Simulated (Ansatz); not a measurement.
# [P2H3]− (SMILES [PH-]P): levels of theory compared

We compute a comparison of 6 runs (B3LYP/STO-3G, HSE06/STO-3G, PBE/STO-3G, SVWN5/STO-3G, revPBE/STO-3G, BCCD(T)/STO-3G) of [P2H3]−. 

Program for the calculation: Ansatz 0.2.0.

1 further run of the same task is left out (it didn't finish).

**1. The molecule**

[P2H3]− has 5 atoms, charge -1, and is taken as a singlet. As SMILES, `[PH-]P`. The H3–P1 distance was set to 2.739 Å, away from the relaxed value. At this shape a bond of the SMILES string is far longer than usual.

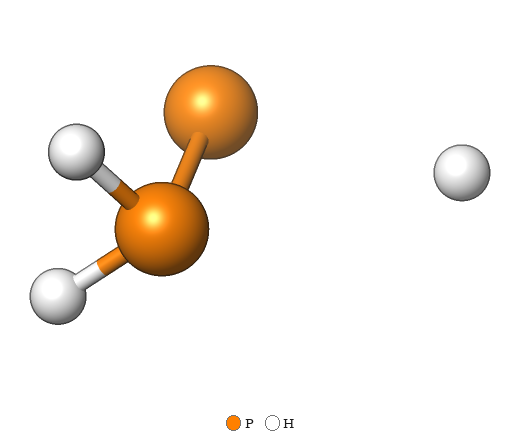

The structure, seen from a chosen angle (phosphorus orange, hydrogen white).

**2. The energy at B3LYP/STO-3G (run 1)**

job.yaml reads:

```yaml
basis:
  gaussian:
    orbitals: STO-3G
crystal:
  periodic: [false, false, false]
  atoms:
    - {symbol: P, position_ang: [1.300796, -0.756260, -1.076746]}
    - {symbol: P, position_ang: [0.033096, 0.899400, -1.144486]}
    - {symbol: H, position_ang: [0.279530, -1.462550, 1.364400]}
    - {symbol: H, position_ang: [-0.473244, 0.823310, -2.448736]}
    - {symbol: H, position_ang: [0.902316, 1.908660, -1.576666]}
total_charge: -1
hamiltonian:
  xc: {name: B3LYP}
accuracy: high
```

Run with:

```sh
ansatz run job.yaml --threads 1 --pin off --max-ram 2610MiB --events-out events.jsonl --progress --plain --runs-dir runs
```

Standard output:

```text
Warning: RAYON_NUM_THREADS=1 ignored (pool sized by the plan → 1); use --threads N
Functional definition: B3LYP
  name "B3LYP"
  parameter a0 = 0.2
  parameter ax = 0.72
  parameter ac = 0.81
  exchange = (1 - a0 - ax)*slater_x + ax*b88_x + a0*exact_x
  correlation = (1 - ac)*vwn_rpa_c + ac*lyp_c
368 factors; integrals over basis functions are off by at most 3.1e-9 eV
mean field evaluation 1: about -18401.7521 eV, gradient 1.9e1 eV
mean field evaluation 2: about -18388.2553 eV, gradient 2.4e1 eV
mean field evaluation 4: about -18405.4419 eV, gradient 9.1e0 eV
mean field evaluation 8: about -18405.8401 eV, gradient 6.1e0 eV
mean field evaluation 16: about -18406.1085 eV, gradient 5.7e-4 eV
mean field -18406.10849839 eV, -676.4120112073 hartree, gradient 2.0e-8 eV, S^2 0.000000; 0 other end points of the search recorded, 0 dependent functions left out
reference -18406.10852734 eV, -676.4120122712 hartree; 17, 17 occupied and 4, 4 virtual orbitals, 368 factors
Total energy: -18406.10852734 eV, -676.4120122712 hartree
```

Run time: 0.58 s. Hardware: 1 thread of Intel Xeon 6975P-C (Granite Rapids), shared host; peak memory 0.12 GiB.

**3. The energy at HSE06/STO-3G (run 2)**

job.yaml: that of step 2 with these lines changed.

```diff
@@ -1,4 +1,3 @@
 basis:
-  gaussian:
-    orbitals: STO-3G
+  gaussian: {orbitals: STO-3G}
 crystal:
@@ -12,4 +11,3 @@
 total_charge: -1
-hamiltonian:
-  xc: {name: B3LYP}
+hamiltonian: {xc: {name: HSE06}}
 accuracy: high
```

Run with:

```sh
ansatz run job.yaml --threads 1 --pin off --max-ram 2610MiB --events-out events.jsonl --progress --plain --runs-dir runs
```

Standard output:

```text
Warning: RAYON_NUM_THREADS=1 ignored (pool sized by the plan → 1); use --threads N
Functional definition: HSE06
  name "HSE06"
  parameter a = 0.25
  parameter omega = 0.11/bohr
  exchange = pbe_x - a*pbe_x_sr(omega) + a*exact_x_sr(omega)
  correlation = pbe_c
368 factors; integrals over basis functions are off by at most 3.1e-9 eV
61 factors; integrals over basis functions are off by at most 1.6e-9 eV
mean field evaluation 1: about -18394.1823 eV, gradient 1.8e1 eV
mean field evaluation 2: about -18380.7271 eV, gradient 2.3e1 eV
mean field evaluation 4: about -18397.5654 eV, gradient 1.0e1 eV
mean field evaluation 8: about -18397.5559 eV, gradient 1.0e1 eV
mean field evaluation 16: about -18398.4650 eV, gradient 2.5e-8 eV
mean field -18398.46503434 eV, -676.1311190843 hartree, gradient 2.5e-8 eV, S^2 0.000000; 0 other end points of the search recorded, 0 dependent functions left out
reference -18398.46503622 eV, -676.1311191534 hartree; 17, 17 occupied and 4, 4 virtual orbitals, 368 factors
Total energy: -18398.46503622 eV, -676.1311191534 hartree
```

It took 0.7 s on 1 thread of Intel Xeon 6975P-C (Granite Rapids), shared host; peak memory 0.12 GiB.

**4. The energy at PBE/STO-3G (run 3)**

run.yaml reads:

```yaml
crystal:
  periodic: [false, false, false]
  atoms:
    - {symbol: P, position_ang: [1.300796, -0.756260, -1.076746]}
    - {symbol: P, position_ang: [0.033096, 0.899400, -1.144486]}
    - {symbol: H, position_ang: [0.279530, -1.462550, 1.364400]}
    - {symbol: H, position_ang: [-0.473244, 0.823310, -2.448736]}
    - {symbol: H, position_ang: [0.902316, 1.908660, -1.576666]}
basis:
  gaussian:
    orbitals: STO-3G
total_charge: -1
hamiltonian:
  xc: {name: PBE}
accuracy: high
```

Run with:

```sh
ansatz run run.yaml --threads 1 --pin off --max-ram 2610MiB --events-out events.jsonl --progress --plain --runs-dir runs
```

Standard output:

```text
Warning: RAYON_NUM_THREADS=1 ignored (pool sized by the plan → 1); use --threads N
Functional definition: PBE
  name "PBE"
  parameter kappa = 0.804
  parameter beta = 0.06672455060314922
  exchange = pbe_x(kappa = kappa, mu = beta*pi^2/3)
  correlation = pbe_c(beta = beta)
368 factors; integrals over basis functions are off by at most 3.1e-9 eV
mean field evaluation 1: about -18391.2875 eV, gradient 2.2e1 eV
mean field evaluation 2: about -18376.8711 eV, gradient 2.4e1 eV
mean field evaluation 4: about -18394.7742 eV, gradient 1.4e1 eV
mean field evaluation 8: about -18394.6006 eV, gradient 1.3e1 eV
mean field evaluation 16: about -18396.6002 eV, gradient 2.1e-7 eV
mean field -18396.60020098 eV, -676.0625877224 hartree, gradient 3.1e-8 eV, S^2 0.000000; 0 other end points of the search recorded, 0 dependent functions left out
reference -18396.60020285 eV, -676.0625877912 hartree; 17, 17 occupied and 4, 4 virtual orbitals, 368 factors
Total energy: -18396.60020285 eV, -676.0625877912 hartree
```

Run time: 0.6 s. Hardware: 1 thread of Intel Xeon 6975P-C (Granite Rapids), shared host.

Runs 4 to 5 aren't shown in full; the table further down has their settings and results.

**5. The energy at BCCD(T)/STO-3G (run 6)**

input.yaml reads:

```yaml
crystal:
  periodic: [false, false, false]
  atoms:
    - {symbol: P, position_ang: [1.300796, -0.756260, -1.076746]}
    - {symbol: P, position_ang: [0.033096, 0.899400, -1.144486]}
    - {symbol: H, position_ang: [0.279530, -1.462550, 1.364400]}
    - {symbol: H, position_ang: [-0.473244, 0.823310, -2.448736]}
    - {symbol: H, position_ang: [0.902316, 1.908660, -1.576666]}
basis:
  gaussian:
    orbitals: STO-3G
total_charge: -1
correlation:
  method: bccd_t
  frozen_orbitals: {H: 0, P: 5}
accuracy: high
scf:
  omitted_lower_state_checks: [cluster_reference, increment]
```

Run with:

```sh
ansatz run input.yaml --threads 1 --pin off --max-ram 2610MiB --events-out events.jsonl --progress --plain --runs-dir runs
```

Standard output:

```text
Warning: RAYON_NUM_THREADS=1 ignored (pool sized by the plan → 1); use --threads N
[... 11 lines left out ...]
10 core orbitals not correlated: weight in the atoms' cores, before any rotation towards them, 1.000 or more for the frozen orbitals, at most 0.000 for the correlated occupied ones
[... 36 lines left out ...]
WARN: these amplitudes may be one of several solutions (largest doubles amplitude 0.44, level shift 3.02 eV)
Total energy: -18374.91695309 eV, -675.2657430600 hartree
Checks for a lower state left out: cluster_reference, increment
```

It took 0.14 s on 1 thread of Intel Xeon 6975P-C (Granite Rapids), shared host.

**6. The series**

```
run           level  frozen core orbitals  energy (Eh)  wall time
  1    B3LYP/STO-3G                     –  -676.412012     0.58 s
  2    HSE06/STO-3G                     –  -676.131119      0.7 s
  3      PBE/STO-3G                     –  -676.062588      0.6 s
  4    SVWN5/STO-3G                     –  -673.781438     0.46 s
  5   revPBE/STO-3G                     –  -676.284576      0.6 s
  6  BCCD(T)/STO-3G                    10  -675.265743     0.14 s
```

**7. What came out**

| quantity | value |
| --- | --- |
| run 6: total energy | -675.26574 Eh |
| run 6: correlation energy (10 core orbitals frozen) | -136.8 mEh |
| run 6: (T) correction | -2.25 mEh |

**Reading.** Totals of different functionals can't be ranked against each other. In run 6 the log says that unrestricted orbitals would lower the reference, so the values rest on an unstable closed-shell determinant (other closed-shell runs at this shape may share the fault). In runs 1, 2, 3, 4, 5, 6 the basis is minimal, so the values are rough. All runs together took 3.1 s, the longest 0.7 s.
